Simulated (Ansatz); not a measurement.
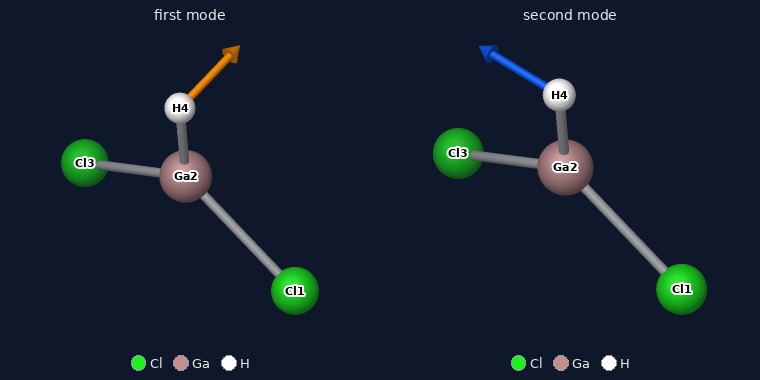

The system is Cl2GaH, SMILES [Cl][GaH][Cl]; the picture shows the reference structure; its two panels give the patterns of the first and the second mode as arrows. The first coordinate is: normal mode 4 (437 cm⁻¹); the second: normal mode 5 (601 cm⁻¹). Nothing is relaxed (straight displacements along the two mass-weighted modes). Grid: 13 × 13 points; 49 points were computed and 120 follow by symmetry. Energies are in kJ/mol, from the lowest grid point. Level of theory: RKS B3LYP-D4/def2-TZVP (Ansatz 0.2.0).

Its coordinates:

```xyz
4

Cl   -1.9548   -0.0970   -0.5681
Ga    0.1062    0.1472   -0.0299
Cl    1.0405   -1.5893    0.8117
H     0.8636    1.4789   -0.2340
```

Range: normal mode 4 (437 cm⁻¹) from −0.475 to 0.475 amu½·Å; normal mode 5 (601 cm⁻¹) from −0.459 to 0.459 amu½·Å.

Predict the map.

Answer. The lowest grid point is at normal mode 4 (437 cm⁻¹) = 0.000 amu½·Å, normal mode 5 (601 cm⁻¹) = 0.000 amu½·Å. It is the only kind of minimum in the scanned range. The highest grid point, normal mode 4 (437 cm⁻¹) = −0.475 amu½·Å, normal mode 5 (601 cm⁻¹) = −0.459 amu½·Å, lies 29.1 kJ/mol above the lowest.

```
normal mode 5 (601 cm⁻¹) ↓, normal mode 4 (437 cm⁻¹) →  −0.475  −0.396  −0.317  −0.237  −0.158  −0.079  0.000  0.079  0.158  0.237  0.317  0.396  0.475
                                                 0.459    29.1    24.7    21.3    18.7    17.0    15.9   15.6   15.9   17.0   18.7   21.3   24.7   29.1
                                                 0.382    23.1    18.9    15.7    13.3    11.7    10.7   10.4   10.7   11.7   13.3   15.7   18.9   23.1
                                                 0.306    18.3    14.3    11.2     9.0     7.6     6.7    6.4    6.7    7.6    9.0   11.2   14.3   18.3
                                                 0.229    14.7    10.9     8.0     5.9     4.5     3.8    3.5    3.8    4.5    5.9    8.0   10.9   14.7
                                                 0.153    12.2     8.5     5.7     3.8     2.5     1.8    1.5    1.8    2.5    3.8    5.7    8.5   12.2
                                                 0.076    10.7     7.1     4.4     2.5     1.3     0.6    0.4    0.6    1.3    2.5    4.4    7.1   10.7
                                                 0.000    10.2     6.6     3.9     2.1     0.9     0.2    0.0    0.2    0.9    2.1    3.9    6.6   10.2
                                                −0.076    10.7     7.1     4.4     2.5     1.3     0.6    0.4    0.6    1.3    2.5    4.4    7.1   10.7
                                                −0.153    12.2     8.5     5.7     3.8     2.5     1.8    1.5    1.8    2.5    3.8    5.7    8.5   12.2
                                                −0.229    14.7    10.9     8.0     5.9     4.5     3.8    3.5    3.8    4.5    5.9    8.0   10.9   14.7
                                                −0.306    18.3    14.3    11.2     9.0     7.6     6.7    6.4    6.7    7.6    9.0   11.2   14.3   18.3
                                                −0.382    23.1    18.9    15.7    13.3    11.7    10.7   10.4   10.7   11.7   13.3   15.7   18.9   23.1
                                                −0.459    29.1    24.7    21.3    18.7    17.0    15.9   15.6   15.9   17.0   18.7   21.3   24.7   29.1
```

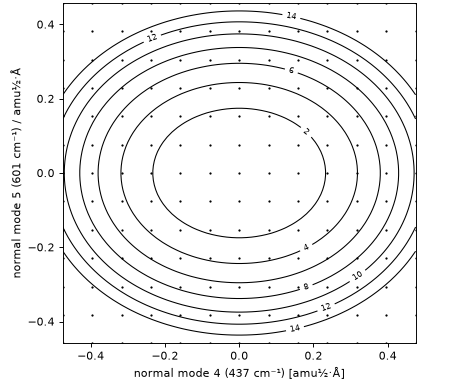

Drawn: contour lines labelled in kJ/mol (none above 14), dots at the grid points. Between grid points the surface is interpolated.

Time for the 49 points that were run: 4.8 min on 1 thread of Arm Neoverse V1 (shared host).
